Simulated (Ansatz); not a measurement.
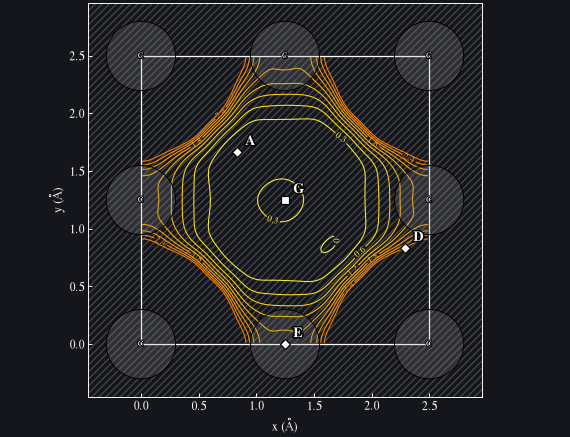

C (Fd-3m phase) with one H guest (13 atoms in the cell, cell charge +1). A guest moved over a lattice plane through the rigid host; the plane is (0 0 1) of the conventional cell, through C7. Places are given modulo a cell vector. The map is drawn in real space over the plane of the scan. Nothing is relaxed (host rigid, guest held in the plane). Grid: 12 × 12 points; 101 points were computed and 6 follow by symmetry. At 37 points there is no value (left out of the scan, as a rule where atoms come close). Energies: eV per cell, counted from the lowest grid point. The cell is charged on a uniform background, without a charge correction. Computed with DFT LDA, scalar-relativistic, plane waves, PAW in Ansatz. Settings: cutoff 420 eV, k-mesh 6×6×6, gaussian smearing 0.05 eV, no spin polarisation.

In the figure: contour lines labelled in eV (none above 2.7), labelled circles for the fixed atoms within 1 Å of the plane, the outline of one cell of the plane, hatched blanks where no value was computed, lettered points. Between grid points the surface is interpolated.

> Rank the lettered points by energy, lowest first.

A (0.06 eV), G (0.38 eV), E (1.63 eV), D (2.74 eV).

> What kind of point is each of A, G: minimum, saddle, maximum or slope?

A: minimum; G: maximum. (In these two coordinates alone; a stationary point may lie a little off the grid point.)

PAW datasets: the set soft_1.
